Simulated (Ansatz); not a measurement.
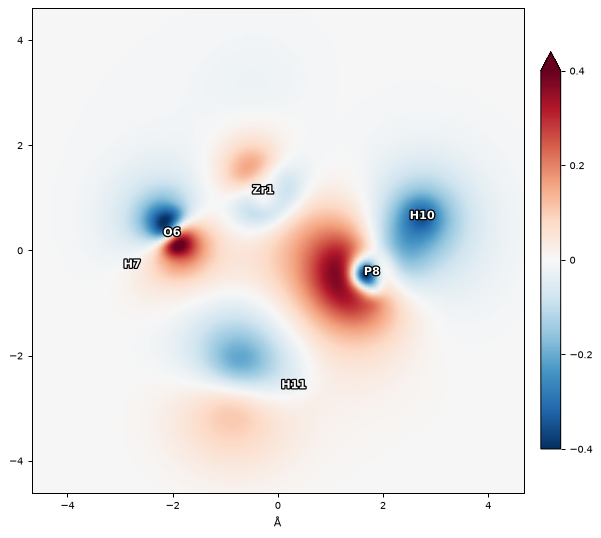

*ClH$_{4}$O$_{2}$PZr···HCl. The HOMO−1 on the plane of atoms O6, Zr1 and P8 (values in Å⁻³ᐟ²; the overall sign is arbitrary).*

Core potentials replace the inner electrons of Zr; not at a stationary point (largest force 0.9 eV/Å).

Theory: RKS PBE/def2-SVP (Ansatz).

```xyz
11

Zr    0.2891    0.3987   -0.4609
Cl    0.4115   -0.4583    3.1692
Cl    2.0322   -0.3522   -1.8961
O    -0.9088    1.5186   -1.4471
H    -1.7079    1.7807   -1.9273
O    -0.6524   -1.1020    0.2623
H    -1.0899   -1.7499    0.8328
P     1.2196    2.1679    1.1827
H     2.5141    1.5572    1.3525
H     1.6445    3.0857    0.1556
H     0.2922    0.8768    3.2602
```

**Describe this orbital and give its energy.**

It lies mainly on P8 (about 35 %), Cl2 (about 25 %), Cl3 (about 10 %), Zr1 (about 5 %), H10 (about 5 %) and O6 (about 5 %); largely a combination of lone pairs on P8, Cl2, Cl3 and O6. Its energy is −7.06 eV.
